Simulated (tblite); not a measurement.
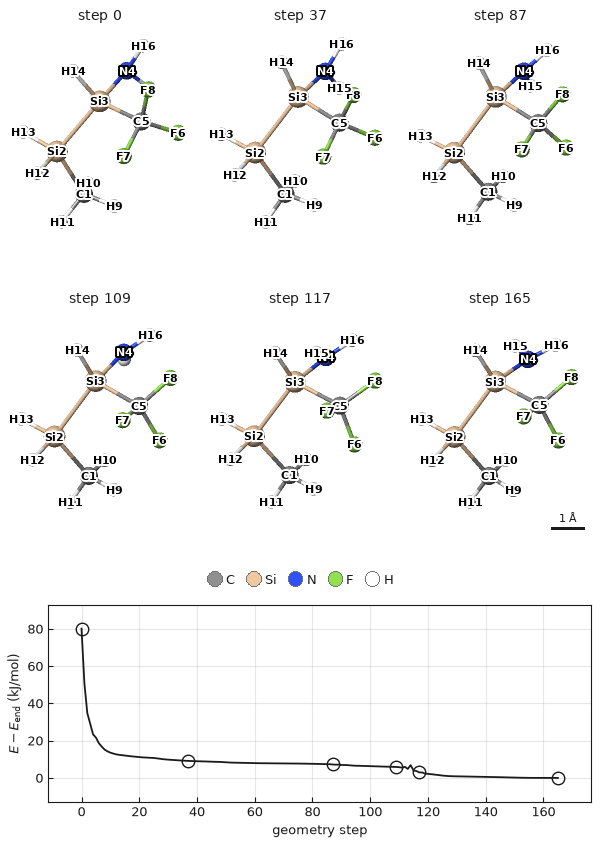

Frames of a relaxation of C2H8F3NSi2, marked on the history of the run. Style: ball-and-stick. Shown from a free direction.

Theory: GFN2-xTB geometry optimisation, gas phase in tblite. 

### Describe the path.

The energy falls by 80.1 kJ/mol in 165 geometry steps. The largest move after the best rigid fit is that of H15, 1.33 Å. By element the largest moves are H 1.33 Å, F 1.01 Å, N 0.20 Å, Si 0.17 Å, C 0.16 Å. Some distances before and after: Si2–Si3 2.191 → 2.313 Å, Si3–C5 1.875 → 1.948 Å, Si3–N4 1.780 → 1.718 Å, N4–H16 1.050 → 1.009 Å. Among the angles between lasting bonds that change: Si3–N4–H16 108.4° → 120.9°, Si2–Si3–H14 107.2° → 119.1°, N4–Si3–H14 106.3° → 115.0°. Groups turn about Si3–C5 by about 40°. Cost: 2.1 s on 1 thread of Arm Neoverse N1 (shared host). From step 0 to 37: H14 moves most (0.39 Å), energy −71.0 kJ/mol. From step 37 to 87: F atoms move most (0.43 Å), energy −1.90 kJ/mol. From step 87 to 109: F7 moves most (0.44 Å), energy −1.34 kJ/mol. From step 109 to 117: F and H atoms move most (0.34 Å), energy −2.92 kJ/mol. From step 117 to 165: F8 moves most (0.25 Å), energy −2.97 kJ/mol.

```csv
step,"E − E(0), kJ/mol"
0,0.00
1,-29.44
2,-45.28
3,-51.13
4,-56.74
5,-58.49
6,-61.47
7,-63.33
8,-64.89
9,-65.87
10,-66.54
18,-68.63
26,-69.57
34,-70.75
43,-71.28
51,-71.84
59,-72.18
67,-72.27
75,-72.41
83,-72.65
92,-73.23
100,-73.80
108,-74.16
116,-76.42
124,-78.63
132,-79.33
141,-79.59
149,-79.91
157,-80.10
165,-80.13
```
